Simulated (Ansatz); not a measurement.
# Si2H4 (SMILES [SiH][SiH3]): levels of theory compared

Wanted: a comparison of 6 runs (U-r2SCAN0/STO-3G, U-wB97M-V/STO-3G, UCAM-B3LYP/STO-3G, UHSE06/STO-3G, UCCSDTQ/STO-3G, FCI/STO-3G) of Si2H4. 

The results are computed with Ansatz 0.2.0.

29 further runs of the same task are left out: 29 set aside as unsound or not needed.

## Step 1: The molecule

The species is Si2H4 (6 atoms), meant as a triplet with charge 0. SMILES: `[SiH][SiH3]`. The Si2–Si1 distance was set to 3.380 Å, away from the relaxed value. At this shape a bond of the SMILES string is far longer than usual.

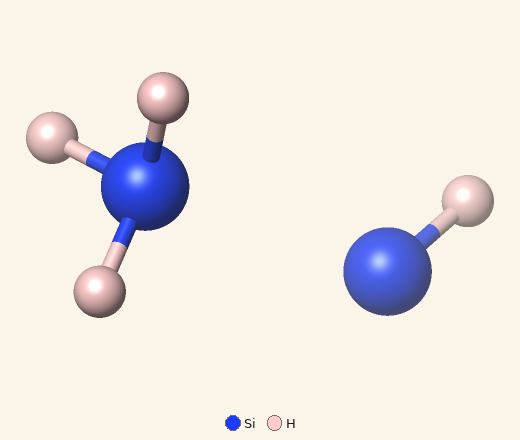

Viewed from a chosen angle; silicon blue, hydrogen pink.

## Step 2: The energy at U-r2SCAN0/STO-3G (run 1)

input.yaml reads:

```yaml
crystal:
  periodic: [false, false, false]
  atoms:
    - {symbol: Si, position_ang: [0.634139, -2.625436, 0.553850]}
    - {symbol: Si, position_ang: [-0.300130, 0.523270, -0.245660]}
    - {symbol: H, position_ang: [1.739349, -3.067376, 1.422260]}
    - {symbol: H, position_ang: [-1.456530, 0.376070, -1.136010]}
    - {symbol: H, position_ang: [0.714920, 1.325330, -0.951090]}
    - {symbol: H, position_ang: [-0.708920, 1.369020, 0.889660]}
basis:
  gaussian:
    orbitals: STO-3G
total_charge: 0
magnetization:
  spin_polarized: true
  initial_magnetization: 2
hamiltonian:
  xc: {name: r2SCAN0}
accuracy: high
```

On the command line:

```
$ ansatz run input.yaml --threads 1 --pin off --max-ram 2610MiB --events-out events.jsonl --progress --plain --runs-dir runs
```

The program printed:

```text
Warning: RAYON_NUM_THREADS=1 ignored (pool sized by the plan → 1); use --threads N
Functional definition: r2SCAN0
  name "r2SCAN0"
  parameter a = 0.25
  parameter k0 = 0.174
  parameter k1 = 0.065
  parameter a1 = 4.9479
  exchange = (1 - a)*r2scan_x(k0 = k0, k1 = k1, a1 = a1) + a*exact_x
  correlation = r2scan_c
363 factors; integrals over basis functions are off by at most 2.7e-9 eV
mean field evaluation 1: about -15629.5274 eV, gradient 7.8e0 eV
mean field evaluation 2: about -15629.8973 eV, gradient 4.6e0 eV
mean field evaluation 4: about -15630.1202 eV, gradient 3.2e-1 eV
mean field evaluation 8: about -15630.0905 eV, gradient 2.7e-2 eV
mean field evaluation 16: about -15630.0906 eV, gradient 1.4e-5 eV
mean field evaluation 32: about -15630.0588 eV, gradient 3.9e-1 eV
mean field -15630.09058334 eV, -574.3952344819 hartree, gradient 7.5e-8 eV, S^2 2.043209; 2 other end points of the search recorded, 0 dependent functions left out
reference -15630.09058420 eV, -574.3952345133 hartree; 17, 15 occupied and 5, 7 virtual orbitals, 363 factors
Total energy: -15630.09058420 eV, -574.3952345133 hartree
```

Run time: 4.5 s. Hardware: 1 thread of AMD EPYC 9R14 (Zen 4), shared host; peak memory 0.27 GiB.

## Step 3: A single-point energy at U-wB97M-V/STO-3G (run 2)

in.yaml reads:

```yaml
crystal:
  periodic: [false, false, false]
  atoms:
    - {symbol: Si, position_ang: [0.634139, -2.625436, 0.553850]}
    - {symbol: Si, position_ang: [-0.300130, 0.523270, -0.245660]}
    - {symbol: H, position_ang: [1.739349, -3.067376, 1.422260]}
    - {symbol: H, position_ang: [-1.456530, 0.376070, -1.136010]}
    - {symbol: H, position_ang: [0.714920, 1.325330, -0.951090]}
    - {symbol: H, position_ang: [-0.708920, 1.369020, 0.889660]}
basis:
  gaussian: {orbitals: STO-3G}
magnetization: {spin_polarized: true, initial_magnetization: 2}
hamiltonian: {xc: {name: wB97M-V}}
accuracy: high
```

On the command line:

```
$ ansatz run in.yaml --threads 1 --pin off --max-ram 2610MiB --events-out events.jsonl --progress --plain --runs-dir runs
```

The program printed:

```text
Warning: RAYON_NUM_THREADS=1 ignored (pool sized by the plan → 1); use --threads N
Functional definition: wB97M-V
  name "wB97M-V"
  parameter omega = 0.3/bohr
  parameter cx = 0.15
  parameter cx01 = 1.007
  parameter cx10 = 0.259
  parameter css00 = 0.443
  parameter css04 = -1.437
  parameter css10 = -4.535
  parameter css20 = -3.390
  parameter css43 = 4.278
  parameter cos00 = 1.000
  parameter cos10 = 1.358
  parameter cos20 = 2.924
  parameter cos21 = -8.812
  parameter cos60 = -1.390
  parameter cos61 = 9.142
  parameter b = 6.0
  parameter c = 0.01
  gx(w, u) = 1 - cx + cx01*u + cx10*w
  gss(w, u) = css00 + css04*u^4 + css10*w + css20*w^2 + css43*w^4*u^3
  gos(w, u) = cos00 + cos10*w + (cos20 + cos21*u)*w^2 + (cos60 + cos61*u)*w^6
  exchange = spin_sum(e_x_unif_sr(omega)*gx(b97_w, b97_u_x)) + cx*exact_x_sr(omega) + exact_x_lr(omega)
  correlation = spin_sum(e_c_pw_mod_same_spin*gss(b97_w, b97_u_same))
      + integral(e_c_pw_mod_opposite_spin*gos(b97_w_opposite, b97_u_opposite)) + vv10(b, c)
363 factors; integrals over basis functions are off by at most 2.7e-9 eV
166 factors; integrals over basis functions are off by at most 8.6e-10 eV
mean field evaluation 1: about -15631.4199 eV, gradient 6.9e0 eV
mean field evaluation 2: about -15631.8993 eV, gradient 2.4e0 eV
mean field evaluation 4: about -15631.9723 eV, gradient 2.1e-1 eV
mean field evaluation 8: about -15631.9325 eV, gradient 8.8e-3 eV
mean field evaluation 16: about -15631.9325 eV, gradient 1.2e-4 eV
mean field evaluation 32: about -15631.9058 eV, gradient 3.3e-1 eV
mean field -15631.93249620 eV, -574.4629235310 hartree, gradient 3.6e-8 eV, S^2 2.014306; 2 other end points of the search recorded, 0 dependent functions left out
reference -15631.93249932 eV, -574.4629236456 hartree; 17, 15 occupied and 5, 7 virtual orbitals, 363 factors
Total energy: -15631.93249932 eV, -574.4629236456 hartree
```

Wall time 17 s (1 thread of AMD EPYC 9R14 (Zen 4), shared host); peak memory 0.59 GiB.

## Step 4: The energy at UCAM-B3LYP/STO-3G (run 3)

run.yaml reads:

```yaml
crystal:
  periodic: [false, false, false]
  atoms:
    - {symbol: Si, position_ang: [0.634139, -2.625436, 0.553850]}
    - {symbol: Si, position_ang: [-0.300130, 0.523270, -0.245660]}
    - {symbol: H, position_ang: [1.739349, -3.067376, 1.422260]}
    - {symbol: H, position_ang: [-1.456530, 0.376070, -1.136010]}
    - {symbol: H, position_ang: [0.714920, 1.325330, -0.951090]}
    - {symbol: H, position_ang: [-0.708920, 1.369020, 0.889660]}
basis:
  gaussian: {orbitals: STO-3G}
accuracy: high
magnetization: {spin_polarized: true, initial_magnetization: 2}
hamiltonian: {xc: {name: CAM-B3LYP}}
```

On the command line:

```
$ ansatz run run.yaml --threads 1 --pin off --max-ram 2610MiB --events-out events.jsonl --progress --plain --runs-dir runs
```

The program printed:

```text
Warning: RAYON_NUM_THREADS=1 ignored (pool sized by the plan → 1); use --threads N
Functional definition: CAM-B3LYP
  name "CAM-B3LYP"
  parameter alpha = 0.19
  parameter beta = 0.46
  parameter omega = 0.33/bohr
  parameter ac = 0.81
  exchange = (1 - alpha - beta)*b88_x + beta*b88_x_sr(omega) + alpha*exact_x + beta*exact_x_lr(omega)
  correlation = (1 - ac)*vwn5_c + ac*lyp_c
363 factors; integrals over basis functions are off by at most 2.7e-9 eV
169 factors; integrals over basis functions are off by at most 7.5e-10 eV
mean field evaluation 1: about -15629.3379 eV, gradient 7.5e0 eV
mean field evaluation 2: about -15629.8311 eV, gradient 3.2e0 eV
mean field evaluation 4: about -15629.9430 eV, gradient 2.2e-1 eV
mean field evaluation 8: about -15629.9043 eV, gradient 1.6e-2 eV
mean field evaluation 16: about -15629.9044 eV, gradient 5.0e-5 eV
mean field -15629.90436046 eV, -574.3883909173 hartree, gradient 6.7e-8 eV, S^2 2.024595; 2 other end points of the search recorded, 0 dependent functions left out
reference -15629.90437634 eV, -574.3883915007 hartree; 17, 15 occupied and 5, 7 virtual orbitals, 363 factors
Total energy: -15629.90437634 eV, -574.3883915007 hartree
```

Run time: 2 s. Hardware: 1 thread of AMD EPYC 9R14 (Zen 4), shared host; peak memory 0.16 GiB.

Runs 4 to 5 aren't shown in full; the table further down has their settings and results.

## Step 5: The energy at FCI/STO-3G (run 6)

Edit input.yaml of step 2 so:

```diff
@@ -12,3 +12,2 @@
     orbitals: STO-3G
-total_charge: 0
 magnetization:
@@ -16,4 +15,5 @@
   initial_magnetization: 2
-hamiltonian:
-  xc: {name: r2SCAN0}
+correlation:
+  method: fci
+  frozen_orbitals: {H: 0, Si: 5}
 accuracy: high
```

On the command line:

```
$ ansatz run input.yaml --threads 1 --pin off --max-ram 2610MiB --events-out events.jsonl --progress --plain --runs-dir runs
```

The program printed:

```text
Warning: RAYON_NUM_THREADS=1 ignored (pool sized by the plan → 1); use --threads N
Functional definition: HF
  name "HF"
  exchange = exact_x
  correlation = 0
363 factors; integrals over basis functions are off by at most 2.7e-9 eV
mean field evaluation 1: about -15600.4836 eV, gradient 6.3e0 eV
mean field evaluation 2: about -15600.4946 eV, gradient 6.3e0 eV
mean field evaluation 4: about -15601.2665 eV, gradient 9.3e-1 eV
mean field evaluation 8: about -15601.3005 eV, gradient 2.6e-2 eV
mean field evaluation 16: about -15601.2764 eV, gradient 3.9e-1 eV
mean field evaluation 32: about -15601.2996 eV, gradient 5.0e-2 eV
mean field -15601.30056481 eV, -573.3372208153 hartree, gradient 2.2e-8 eV, S^2 2.059688; 4 other end points of the search recorded, 0 dependent functions left out
10 core orbitals not correlated: weight in the atoms' cores, before any rotation towards them, 1.000 or more for the frozen orbitals, at most 0.000 for the correlated occupied ones
reference -15601.20623603 eV, -573.3337542969 hartree; 7, 5 occupied and 5, 7 virtual orbitals, 363 factors
state -15603.70488141 eV, -573.4255778208 hartree
Total energy: -15603.70488141 eV, -573.4255778208 hartree
```

It took 4.2 s on 1 thread of AMD EPYC 9R14 (Zen 4), shared host; peak memory 0.15 GiB.

## Step 6: All runs side by side

```csv
run,level,frozen core orbitals,energy (Eh),⟨S²⟩,wall time
1,U-r2SCAN0/STO-3G,–,-574.395235,2.043,4.5 s
2,U-wB97M-V/STO-3G,–,-574.462924,2.014,17 s
3,UCAM-B3LYP/STO-3G,–,-574.388392,2.025,2 s
4,UHSE06/STO-3G,–,-574.177452,2.026,2.1 s
5,UCCSDTQ/STO-3G,10,-573.425585,2.060,32 s
6,FCI/STO-3G,10,-573.425578,–,4.2 s
```

## Step 7: Results

```
                                           quantity          value
                                run 6: total energy  -573.42558 Eh
run 6: correlation energy (10 core orbitals frozen)      -91.8 mEh
```

What this shows: Against full CI in this basis: UCCSDTQ -0.0 mEh. Totals of different functionals can't be ranked against each other. In runs 1, 2, 3, 4, 5, 6 the basis is minimal, so the values are rough. All runs together took 61 s, the longest 32 s.
